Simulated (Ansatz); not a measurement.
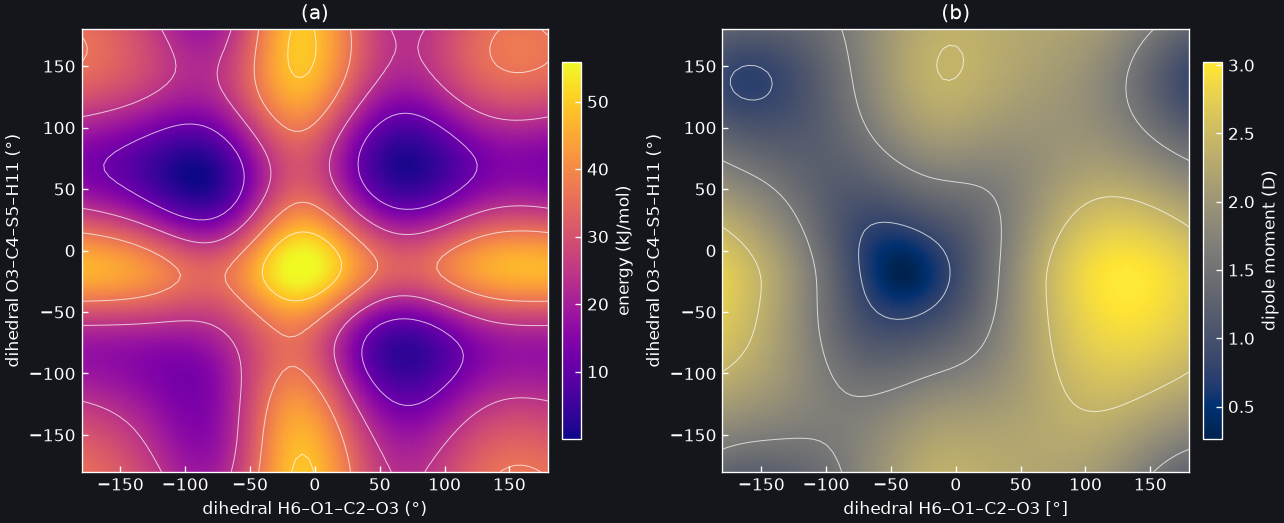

C₂H₆O₂S, SMILES OCOCS. Coordinates scanned: (1) dihedral H6–O1–C2–O3; (2) dihedral O3–C4–S5–H11. Nothing is relaxed (all other coordinates rigid). The scan uses an 18 × 18 grid. Points are written as (first, second). All energies are given in kJ/mol relative to the relaxed molecule at the same level. The calculation used Ansatz, RHF/def2-SVP.

Panel (a) is the energy; panel (b) is the computed dipole moment, in D.

In the figure: a smooth colour map with a few white contour lines. Between grid points the surface is interpolated.

Question: How does the dipole moment vary over the map, and what is it at the lowest grid point?

Answer: Leaving out the highest fifth of the energies, it runs from 0.54 D at (−60°, 0°) to 3.00 D at (140°, −40°). At the lowest grid point, (−100°, 60°), it is 1.21 D.
